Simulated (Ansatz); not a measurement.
System (SMILES): F[C]Cl (closed-shell singlet).
Atoms: F1, C2, Cl3. Bonds: F1-C2, C2-Cl3.

Basis-set convergence of the optimised F1-C2 bond length at HF with Ansatz (a first-principles code). Cartesian d functions, on some or all atoms, in 6-311G**, 6-311+G**; all else is spherical. The program fits the integrals of some runs and decomposes those of others, by size. A restricted Hartree-Fock determinant is unstable towards unrestricted orbitals. No added dispersion term, no relativity. Reference: the value in def2-QZVPPD, 1.2637 Å, itself unsure by roughly 0.0002 Å (its mean distance from pcseg-3, def2-QZVPP, cc-pV(Q+d)Z). Deviations are taken from unrounded values. Cost is core time over that of 6-311+G**, rough, on shared machines of one kind; a dash marks a row that isn't timed (too short, read off another run, short of memory, by another algorithm or on other hardware). It counts the whole optimisation.

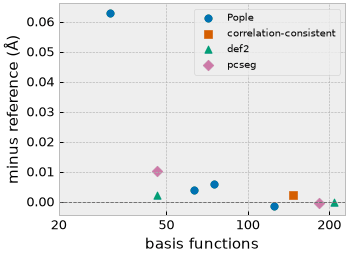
*Deviation from the reference against the number of basis functions, by family of sets.*

```json
[
 {"basis": "6-31G", "functions": "31", "optimised F1-C2 bond length (Å)": "1.3266", "minus reference (Å)": "0.0629", "cost": "-"},
 {"basis": "def2-SVP", "functions": "46", "optimised F1-C2 bond length (Å)": "1.2659", "minus reference (Å)": "0.0022", "cost": "-"},
 {"basis": "pcseg-1", "functions": "46", "optimised F1-C2 bond length (Å)": "1.2740", "minus reference (Å)": "0.0103", "cost": "0.7×"},
 {"basis": "6-311G**", "functions": "63", "optimised F1-C2 bond length (Å)": "1.2675", "minus reference (Å)": "0.0038", "cost": "0.8×"},
 {"basis": "6-311+G**", "functions": "75", "optimised F1-C2 bond length (Å)": "1.2696", "minus reference (Å)": "0.0059", "cost": "1×"},
 {"basis": "6-311++G(3df,3pd)", "functions": "125", "optimised F1-C2 bond length (Å)": "1.2623", "minus reference (Å)": "-0.0014", "cost": "2×"},
 {"basis": "aug-cc-pV(T+d)Z", "functions": "147", "optimised F1-C2 bond length (Å)": "1.2658", "minus reference (Å)": "0.0021", "cost": "4×"},
 {"basis": "pcseg-3", "functions": "184", "optimised F1-C2 bond length (Å)": "1.2634", "minus reference (Å)": "-0.0003", "cost": "5×"},
 {"basis": "def2-QZVPPD", "functions": "208", "optimised F1-C2 bond length (Å)": "1.2637", "minus reference (Å)": "0.0000", "cost": "6×"}
]
```
